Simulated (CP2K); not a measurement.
# SiHF3 (SMILES F[SiH](F)F) at SVWN5/def2-SVPD

What is the energy change on altering one bond length of SiHF3 at SVWN5/def2-SVPD? 

Program for the calculation: CP2K 2026.2.

1 further run of the same task is left out (it didn't finish).

### Step 1. The molecule

The species is SiHF3 (5 atoms), meant as a singlet with charge 0. SMILES: `F[SiH](F)F`. The coordinates come from a PBE0-D4/def2-TZVP relaxation.

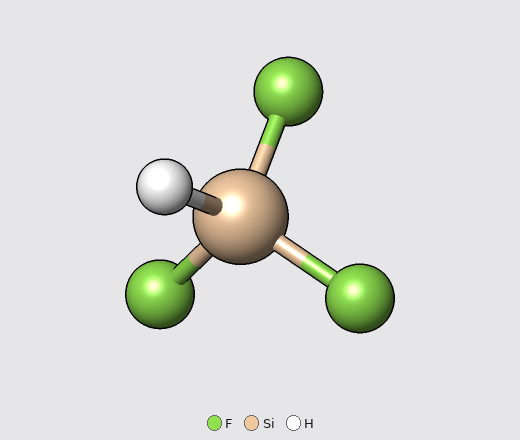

The structure, seen from a chosen angle (fluorine green, silicon light orange, hydrogen white).

### Step 2. The energy at SVWN5/def2-SVPD

Input file run.inp:

```
&GLOBAL
   PROJECT run
   RUN_TYPE ENERGY
   PRINT_LEVEL MEDIUM
&END GLOBAL

&FORCE_EVAL
   METHOD QS
   &DFT
      BASIS_SET_FILE_NAME ./def2_svpd.basis
      POTENTIAL_FILE_NAME POTENTIAL
      CHARGE 0
      MULTIPLICITY 1
      &QS
         METHOD GAPW
         EPS_DEFAULT 1.0E-10
      &END QS
      &MGRID
         CUTOFF 280
         REL_CUTOFF 50
         NGRIDS 4
      &END MGRID
      &POISSON
         PERIODIC NONE
         POISSON_SOLVER MULTIPOLE
      &END POISSON
      &SCF
         SCF_GUESS ATOMIC
         EPS_SCF 1.0E-07
         MAX_SCF 80
         ADDED_MOS 3
         &DIAGONALIZATION
            ALGORITHM STANDARD
         &END DIAGONALIZATION
         &MIXING
            METHOD DIRECT_P_MIXING
            ALPHA 0.4
         &END MIXING
      &END SCF
      &XC
         &XC_FUNCTIONAL
            &LDA_X
            &END LDA_X
            &LDA_C_VWN
            &END LDA_C_VWN
         &END XC_FUNCTIONAL
      &END XC
      &PRINT
         &MOMENTS
            PERIODIC F
            REFERENCE COM
            MAX_MOMENT 1
         &END MOMENTS
         &MO ON
            ENERGIES T
            OCCUPATION_NUMBERS T
            NDIGITS 6
            &EACH
               QS_SCF 0
            &END EACH
            ADD_LAST NUMERIC
         &END MO
         &LOWDIN ON
         &END LOWDIN
         &HIRSHFELD OFF
         &END HIRSHFELD
      &END PRINT
   &END DFT
   &SUBSYS
      &CELL
         ABC [angstrom] 10.7 11.1 10.9
         PERIODIC NONE
      &END CELL
      &COORD
         UNIT bohr
         F     -0.8448966    -0.1553355     2.8181486
         Si     0.0769119     0.0032125    -0.0034015
         F     -1.1283555     2.4214951    -1.2419280
         F     -0.9371152    -2.3872910    -1.4497979
         H      2.8334554     0.1179189    -0.1230212
      &END COORD
      &TOPOLOGY
         &CENTER_COORDINATES
         &END CENTER_COORDINATES
      &END TOPOLOGY
      &KIND F
         BASIS_SET def2-SVPD
         POTENTIAL ALL
         LEBEDEV_GRID 194
         RADIAL_GRID 100
      &END KIND
      &KIND Si
         BASIS_SET def2-SVPD
         POTENTIAL ALL
         LEBEDEV_GRID 194
         RADIAL_GRID 100
      &END KIND
      &KIND H
         BASIS_SET def2-SVPD
         POTENTIAL ALL
         LEBEDEV_GRID 194
         RADIAL_GRID 100
      &END KIND
   &END SUBSYS
&END FORCE_EVAL
```

Run with:

```sh
$ OMP_NUM_THREADS=1 cp2k.psmp -i run.inp -o run.out
```

The log of the run, cut to the lines that bear on the results:

```text
CP2K| version string:                                       CP2K version 2026.2
[...]
 GLOBAL| Method name                                                        CP2K
[...]
 GLOBAL| Run type                                                         ENERGY
[...]
 DFT| Spin restricted Kohn-Sham (RKS) calculation                            RKS
 DFT| Multiplicity                                                             1
[...]
 DFT| Charge                                                                   0
[...]
 FUNCTIONAL| LDA_X:
[...]
 FUNCTIONAL| LDA_C_VWN:
[...]
 QS| Method:                                                                GAPW
[...]
 QS| Density cutoff [a.u.]:                                                140.0
[...]
 QS| Relative density cutoff [a.u.]:                                        25.0
[...]
                             - Atoms:                                          5
[...]
                             - Spherical basis functions:                    101
[...]
 Number of electrons:                                                         42
[...]
     1 P_Mix/Diag. 0.40E+00    0.6     0.98740639      -586.8768203258 -5.87E+02
[...]
    14 DIIS/Diag.  0.20E-06    0.8     0.00000008      -586.4525951256  7.96E-13
  *** SCF run converged in    14 steps ***
[...]
  Overlap energy of the core charge distribution:               0.00000023985402
  Self energy of the core charge distribution:               -440.76105025799143
  Core Hamiltonian energy:                                   -175.16492068739589
  Hartree energy:                                              85.11081759261866
  Exchange-correlation energy:                                -14.20941786893967
[...]
                     Mulliken Population Analysis
 #  Atom  Element  Kind  Atomic population                           Net charge
       1     F        1          9.495689                             -0.495689
       2     Si       2         12.491852                              1.508148
       3     F        1          9.495668                             -0.495668
       4     F        1          9.495649                             -0.495649
       5     H        3          1.021142                             -0.021142
 # Total charge                             42.000000                 -0.000000
[...]
  Dipole moment [Debye]
    X=  0.1402615E+01 Y=  0.5838203E-01 Z= -0.6087942E-01  Total=      1.4051493
 ENERGY| Total FORCE_EVAL ( QS ) energy [hartree]           -586.452595125630296
[...]
```

It took 11 s on 1 thread of Arm Neoverse V1, shared host; peak memory 0.67 GiB.

### Step 3. The distorted shape at the same level

Input file molecule.xyz:

```xyz
5

F      0.196830     1.435823     2.409794
Si     0.684630     1.519723     0.916694
F      0.046830     2.799423     0.261294
F     -0.495900    -1.263300    -0.767200
H      2.143330     1.580423     0.853394
```

Input file job.inp:

```
&GLOBAL
 PROJECT job
 RUN_TYPE ENERGY
 PRINT_LEVEL MEDIUM
&END

&FORCE_EVAL
 METHOD QS
 &DFT
  BASIS_SET_FILE_NAME ./def2_svpd.basis
  POTENTIAL_FILE_NAME POTENTIAL
  CHARGE 0
  MULTIPLICITY 1
  # Quickstep
  &QS
   METHOD GAPW
   EPS_DEFAULT 1.0E-10
  &END
  &MGRID
   CUTOFF 280
   REL_CUTOFF 50
   NGRIDS 4
  &END
  # no periodic images
  &POISSON
   PERIODIC NONE
   POISSON_SOLVER MULTIPOLE
  &END
  &SCF
   SCF_GUESS ATOMIC
   EPS_SCF 1.0E-06
   MAX_SCF 50
   &OT ON
    MINIMIZER CG
    PRECONDITIONER FULL_ALL
   &END
   &OUTER_SCF
    EPS_SCF 1.0E-06
    MAX_SCF 8
   &END
  &END
  &XC
   &XC_FUNCTIONAL
    &LDA_X
    &END
    &LDA_C_VWN
    &END
   &END
  &END
  &PRINT
   &MOMENTS
    PERIODIC F
    REFERENCE COM
    MAX_MOMENT 1
   &END
   &MO_CUBES
    NLUMO 5
    NHOMO -1
    WRITE_CUBE F
   &END
   &LOWDIN ON
   &END
   &HIRSHFELD OFF
   &END
   &MO_MOLDEN ON
    NDIGITS 8
    NLUMO 5
   &END
  &END
 &END
 &SUBSYS
  &CELL
   ABC [angstrom] 11.2 12.7 11.8
   PERIODIC NONE
  &END
  &TOPOLOGY
   COORD_FILE_NAME molecule.xyz
   COORD_FILE_FORMAT XYZ
   &CENTER_COORDINATES
   &END
  &END
  &KIND F
   BASIS_SET def2-SVPD
   POTENTIAL ALL
   LEBEDEV_GRID 194
   RADIAL_GRID 100
  &END
  &KIND Si
   BASIS_SET def2-SVPD
   POTENTIAL ALL
   LEBEDEV_GRID 194
   RADIAL_GRID 100
  &END
  &KIND H
   BASIS_SET def2-SVPD
   POTENTIAL ALL
   LEBEDEV_GRID 194
   RADIAL_GRID 100
  &END
 &END
&END
```

Run with:

```sh
$ OMP_NUM_THREADS=1 cp2k.psmp job.inp > job.out
```

The log of the run, cut to the lines that bear on the results:

```text
CP2K| version string:                                       CP2K version 2026.2
[...]
 GLOBAL| Method name                                                        CP2K
[...]
 GLOBAL| Run type                                                         ENERGY
[...]
 DFT| Spin restricted Kohn-Sham (RKS) calculation                            RKS
 DFT| Multiplicity                                                             1
[...]
 DFT| Charge                                                                   0
[...]
 FUNCTIONAL| LDA_X:
[...]
 FUNCTIONAL| LDA_C_VWN:
[...]
 QS| Method:                                                                GAPW
[...]
 QS| Density cutoff [a.u.]:                                                140.0
[...]
 QS| Relative density cutoff [a.u.]:                                        25.0
[...]
                             - Atoms:                                          5
[...]
                             - Spherical basis functions:                    101
[...]
 Number of electrons:                                                         42
[...]
     1 OT CG       0.15E+00    0.8     0.23620915      -572.1680157139 -5.72E+02
[...]
    10 OT CG       0.64E-01    0.8     0.00000079      -586.2257967197 -1.23E-10
  *** SCF run converged in    10 steps ***
[...]
  Overlap energy of the core charge distribution:               0.00000017854362
  Self energy of the core charge distribution:               -440.76105025799143
  Core Hamiltonian energy:                                   -175.68486192203699
  Hartree energy:                                              85.75615853446273
  Exchange-correlation energy:                                -14.03166026231476
[...]
                     Mulliken Population Analysis
 #  Atom  Element  Kind  Atomic population                           Net charge
       1     F        1          9.419452                             -0.419452
       2     Si       2         12.742621                              1.257379
       3     F        1          9.419203                             -0.419203
       4     F        1          9.510767                             -0.510767
       5     H        3          0.907957                              0.092043
 # Total charge                             42.000000                 -0.000000
[...]
 HOMO - LUMO gap [eV] :    0.120965
 ENERGY| Total FORCE_EVAL ( QS ) energy [hartree]           -586.225796719741879
[...]
```

Run time: 84 s. Hardware: 1 thread of Arm Neoverse V1, shared host; peak memory 0.77 GiB.

### Step 4. Results

Level: SVWN5/def2-SVPD.

| quantity | value |
| --- | --- |
| first shape: total energy | -586.45260 Eh |
| first shape: dipole moment | 1.41 D |
| first shape: HOMO energy | -9.77 eV |
| first shape: LUMO energy | -0.28 eV |
| first shape: HOMO–LUMO gap | 9.49 eV |
| distorted shape: total energy | -586.22580 Eh |
| distorted shape: dipole moment | 7.24 D |
| distorted shape: HOMO energy | -6.61 eV |
| distorted shape: LUMO energy | -6.49 eV |
| distorted shape: HOMO–LUMO gap | 0.12 eV |
| energy change with the Si2–F4 bond stretched from 1.573 to 3.460 Å | 6.171 eV |

One bond (distorted shape) is far stretched, which a spin-restricted single reference describes badly; a broken-symmetry solution may lie lower. With the Si2–F4 bond stretched from 1.573 to 3.460 Å the energy rises by 6.17 eV (595 kJ/mol). The first shape isn't relaxed at this level, so the change isn't measured from a minimum. A restricted reference can't describe the breaking bond well at this length.
